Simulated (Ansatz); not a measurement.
# C3H9ClSi (charge +1): single-point calculation

System: C3H9ClSi, charge +1, multiplicity 2.
Method: UKS PBEsol/pcseg-2 (Ansatz 0.2.0).

Some settings of this run were made unusual or wrong on purpose. The geometry comes from this level: PBE0-D4/def2-TZVP. Figures and captions count atoms from 1; the log counts them from 0 in places.

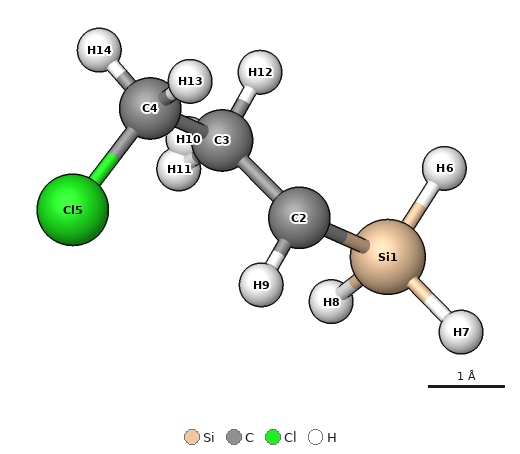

The structure as given in the input (ball-and-stick view, seen at a tilt; atoms are numbered from 1 in the order of the input). Bond lengths as drawn: C–C 1.51 to 1.52 Å, C–Cl 1.79 Å, C–H 0.93 to 1.10 Å, C–Si 1.88 Å, H–H 0.42 Å and H–Si 1.49 Å.

Input file:
```yaml
crystal:
  periodic: [false, false, false]
  atoms:
    - {symbol: Si, position_ang: [-1.773684, 0.781864, 1.003694]}
    - {symbol: C, position_ang: [-0.264460, 0.651039, -0.102973]}
    - {symbol: C, position_ang: [0.490998, -0.662629, 0.049126]}
    - {symbol: C, position_ang: [1.709147, -0.780798, -0.840277]}
    - {symbol: Cl, position_ang: [1.276527, -0.791179, -2.574807]}
    - {symbol: H, position_ang: [-1.378361, 0.666627, 2.435146]}
    - {symbol: H, position_ang: [-2.458531, 2.086952, 0.804726]}
    - {symbol: H, position_ang: [-2.733480, -0.314535, 0.699717]}
    - {symbol: H, position_ang: [-0.587221, 0.775659, -1.141690]}
    - {symbol: H, position_ang: [0.127151, -1.510385, 0.152185]}
    - {symbol: H, position_ang: [-0.172849, -1.510385, -0.147815]}
    - {symbol: H, position_ang: [0.840960, -0.777314, 1.082711]}
    - {symbol: H, position_ang: [2.390327, 0.059024, -0.698776]}
    - {symbol: H, position_ang: [2.248089, -1.709543, -0.655845]}
basis:
  gaussian: {orbitals: pcseg-2}
total_charge: 1
magnetization: {spin_polarized: true, initial_magnetization: 1}
hamiltonian: {xc: {name: PBEsol}}
output: {forces: true}
```

Run as:
```bash
ansatz run in.yaml --threads 4 --pin off --events-out ev --progress --plain --max-ram 10444MiB
```

What the program printed:
```
Functional definition: PBEsol
  name "PBEsol"
  cite "Perdew et al., Phys. Rev. Lett. 100, 136406 (2008) doi:10.1103/PhysRevLett.100.136406"
  cite "Perdew, Burke & Ernzerhof, Phys. Rev. Lett. 77, 3865 (1996) doi:10.1103/PhysRevLett.77.3865"
  parent pbesol
  exchange = pbesol_x
  correlation = pbesol_c
1476 factors; their error is unknown
mean field evaluation 1: about -23546.4189 eV, gradient 7.4e1 eV
mean field evaluation 2: about -23334.5998 eV, gradient 1.7e2 eV
mean field evaluation 4: about -23576.5960 eV, gradient 2.2e1 eV
mean field evaluation 8: about -23579.0849 eV, gradient 3.5e-1 eV
mean field evaluation 16: about -23579.0194 eV, gradient 6.1e-3 eV
mean field -23579.01941245 eV, -866.5129809741 hartree, gradient 2.5e-5 eV, S^2 0.753289; 0 other end points of the search recorded, 0 dependent functions left out
the calculation of the forces begins
reference -23579.01947258 eV, -866.5129831840 hartree; 29, 28 occupied and 255, 256 virtual orbitals, 1476 factors
Total energy: -23579.01947258 eV, -866.5129831840 hartree
Atom 0 at    -1.773684     0.781864     1.003694 Å, force    -0.003554     1.333776     0.887973 eV/Å
Atom 1 at    -0.264460     0.651039    -0.102973 Å, force    -1.906690    -2.376931     0.066064 eV/Å
Atom 2 at     0.490998    -0.662629     0.049126 Å, force     6.811301    12.858051    -0.514478 eV/Å
Atom 3 at     1.709147    -0.780798    -0.840277 Å, force    -0.100100    -0.675215    -1.195144 eV/Å
Atom 4 at     1.276527    -0.791179    -2.574807 Å, force    -0.156763    -0.024492     0.348226 eV/Å
Atom 5 at    -1.378361     0.666627     2.435146 Å, force     0.134970    -0.164014     0.071029 eV/Å
Atom 6 at    -2.458531     2.086952     0.804726 Å, force     0.006919     0.014160    -0.151266 eV/Å
Atom 7 at    -2.733480    -0.314535     0.699717 Å, force     0.066557    -0.411801    -0.329763 eV/Å
Atom 8 at    -0.587221     0.775659    -1.141690 Å, force     0.679050     0.552955    -0.461467 eV/Å
Atom 9 at     0.127151    -1.510385     0.152185 Å, force    26.107316   -10.399042    31.890020 eV/Å
Atom 10 at    -0.172849    -1.510385    -0.147815 Å, force   -32.032689    -0.896533   -31.745557 eV/Å
Atom 11 at     0.840960    -0.777314     1.082711 Å, force     0.148435     0.204762     0.584011 eV/Å
Atom 12 at     2.390327     0.059024    -0.698776 Å, force    -0.043006     0.288545     0.399954 eV/Å
Atom 13 at     2.248089    -1.709543    -0.655845 Å, force     0.288254    -0.304220     0.150396 eV/Å
Dipole moment:     0.060019    -0.566754     0.704887 e Å
```

What the run reported:

- outcome: converged
- total energy: −23579.0195 eV
- ⟨S²⟩: 0.753
- SCF solution under orbital rotations: stable
- largest force (length of the vector): 45.107 eV/Å
- hardware: 4 threads of Intel Xeon @ 2.60GHz, 23 GiB of memory available, shared host
- wall time: 4.7 s (CPU time 16 s)
- peak memory: 0.57 GiB

What went wrong:

A setting was made wrong on purpose: two atoms are placed far too close. The run converged all the same; its numbers are those of the faulty input and shouldn't be used.
